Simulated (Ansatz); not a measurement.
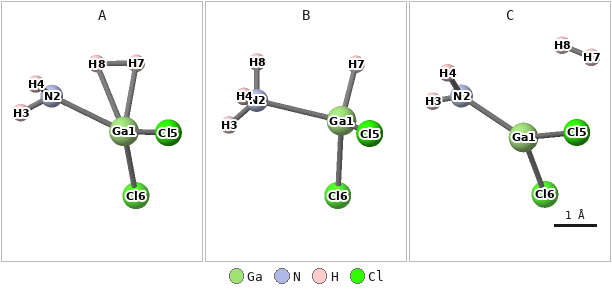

3 geometries from a converged minimum-energy path of GaNH4Cl2, made up at the start of GaNH$_{2}$Cl$_{2}$ and H₂, shuffled. The picture is a ball-and-stick view, seen at a tilt.

These are results of RKS PBE0-D4/def2-SVP in Ansatz, not measurements. Set-up: 5 movable images; climbing image; force threshold 0.03 eV/Å; iteration limit 60; starting path through a guess of the saddle point.

**Which frame is the transition state?**

A. In order along the path, whose images run from 0 to 6: C (image 0, 0.0 kJ/mol), A (image 3, +73.0 kJ/mol), B (image 5, −111.5 kJ/mol). Breaking: H7–H8 (0.76 → 0.98 at the top → 3.09 Å). Forming: Ga1–H7 (2.82 → 1.85 at the top → 1.56 Å), N2–H8 (2.93 → 1.46 at the top → 1.02 Å).

Limits of the set-up: the start holds two separate molecules, 2.7 Å apart at their closest, whose relative position is a soft coordinate.

Cost: 2.3 min on 2 threads of Arm Neoverse V1 (shared host), peak memory 0.25 GiB.
